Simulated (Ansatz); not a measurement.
BHO···CH4

```xyz
8

B    -1.6171    0.2204    0.4104
H     1.4202    0.4815    1.1198
C     2.0795    0.0582    0.3385
H     1.8095   -1.0013    0.1681
H     1.9423    0.6265   -0.6014
H     3.1352    0.1269    0.6639
O    -1.1765   -0.4909   -0.5911
H    -1.7634   -0.8681   -1.2797
```

All numbers below come from Ansatz, RKS BLYP-D4/def2-SVP.

Question: What will maps of the electron density and electron localisation function show?

Answer: B–O (1.31 Å): ρ is about 2.4 e/Å³ halfway; the ELF peaks at about 0.90 between the atoms; a polar covalent bond.
O–H (0.98 Å): ρ is about 3.5 e/Å³ halfway; the ELF climbs to about 1 towards the hydrogen, as it does in any bond to H; a covalent bond by its length.

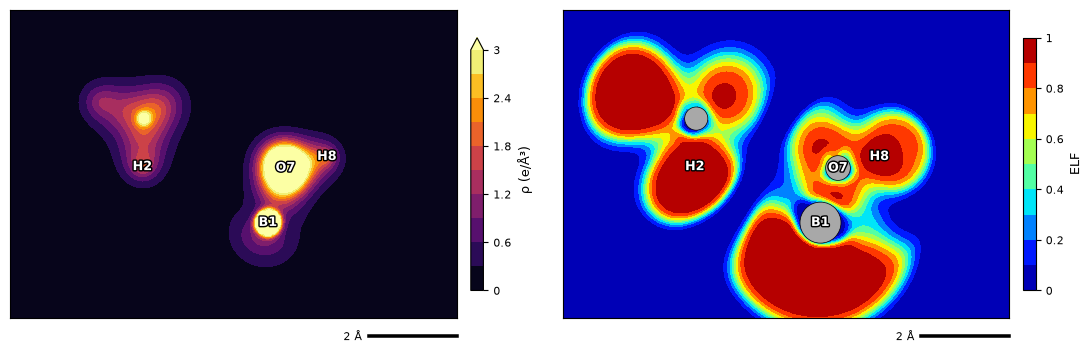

Computed electron density and electron localisation function on the plane of atoms B1, O7 and H8, in this order. Grey discs cover the atomic cores in the ELF map. 
